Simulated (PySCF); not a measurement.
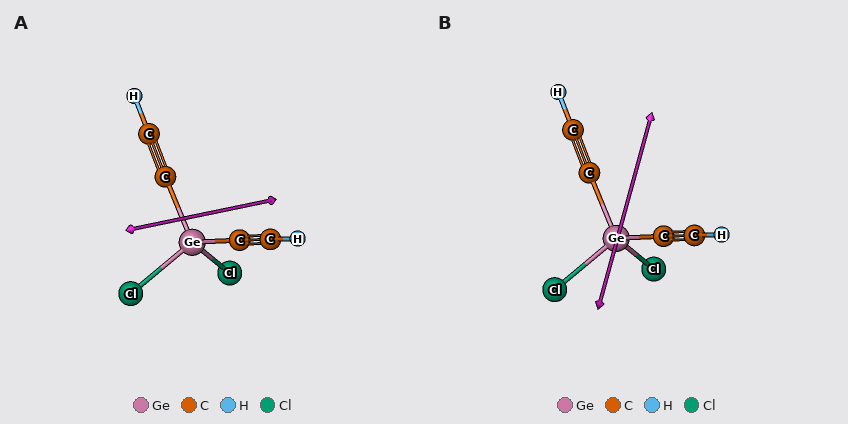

The double arrows show the directions of two transition dipoles from the ground state (lengths mean nothing). Computed geometry: PBE0-D3(BJ)/def2-SVP optimisation. No frequency run is at hand to confirm it as a minimum. Level of theory: TDDFT ωB97X-D/def2-SVPD, vertical, gas phase, core orbitals frozen in the response (PySCF 2.14.0).

Question: One belongs to singlet state 7 and one to singlet state 10. Which is which?

Answer: A: state 7, 6.98 eV (178 nm), oscillator strength 0.029, mainly HOMO−4 → LUMO+1 (weight 0.53).
B: state 10, 7.19 eV (173 nm), oscillator strength 0.040, of mixed character, with the largest part HOMO−4 → LUMO (weight 0.46).
